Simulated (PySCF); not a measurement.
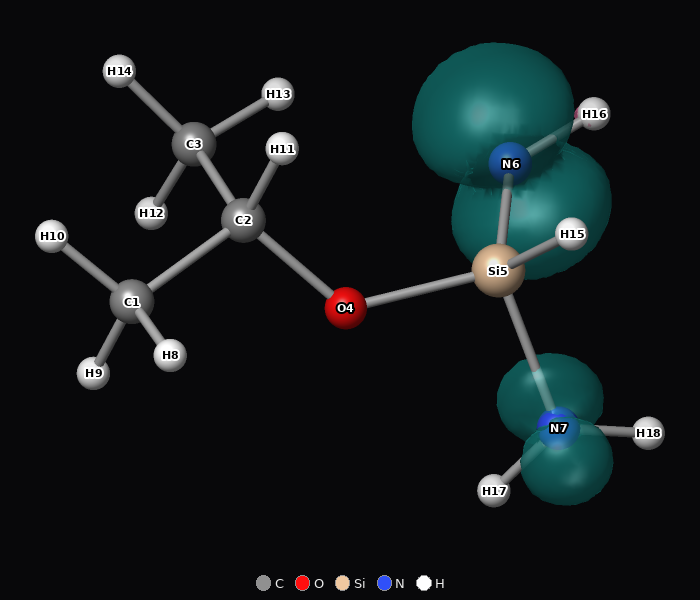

The picture shows: C₃H₁₁N₂OSi (doublet). Isosurfaces of the spin density at +0.04 (teal) and −0.04 e/Å³ (pink), seen at a tilt.

Geometry: GFN2-xTB.

Computed with UKS B3LYP, pcH-1 on C H N O Si, non-relativistic, mean-field spin-orbit, GIAO (PySCF 2.14.0, density-fitted response routines).

```yaml
atoms:
  - { symbol: C, position_ang: [2.1115, 0.5365, -1.0024] }
  - { symbol: C, position_ang: [1.0469, 0.3959, 0.0827] }
  - { symbol: C, position_ang: [1.3554, -0.7639, 1.0234] }
  - { symbol: O, position_ang: [-0.1896, 0.1998, -0.5455] }
  - { symbol: Si, position_ang: [-1.6561, 0.3770, 0.1100] }
  - { symbol: N, position_ang: [-1.8908, -0.6271, 1.4497] }
  - { symbol: N, position_ang: [-2.6444, -0.1323, -1.2378] }
  - { symbol: H, position_ang: [1.8604, 1.3631, -1.6619] }
  - { symbol: H, position_ang: [2.1564, -0.3756, -1.5924] }
  - { symbol: H, position_ang: [3.0834, 0.7213, -0.5534] }
  - { symbol: H, position_ang: [1.0043, 1.3262, 0.6694] }
  - { symbol: H, position_ang: [1.4449, -1.6849, 0.4532] }
  - { symbol: H, position_ang: [0.5361, -0.8759, 1.7292] }
  - { symbol: H, position_ang: [2.2810, -0.5825, 1.5626] }
  - { symbol: H, position_ang: [-1.9735, 1.7977, 0.2957] }
  - { symbol: H, position_ang: [-2.6487, -0.5222, 2.1040] }
  - { symbol: H, position_ang: [-2.2655, -0.8495, -1.8343] }
  - { symbol: H, position_ang: [-3.6204, -0.2970, -1.0640] }
```

> Describe the spin distribution.

The unpaired spin (1 electron) lies mostly on N6 (about 0.7) and N7 (about 0.1), in electrons by Hirshfeld's partition.
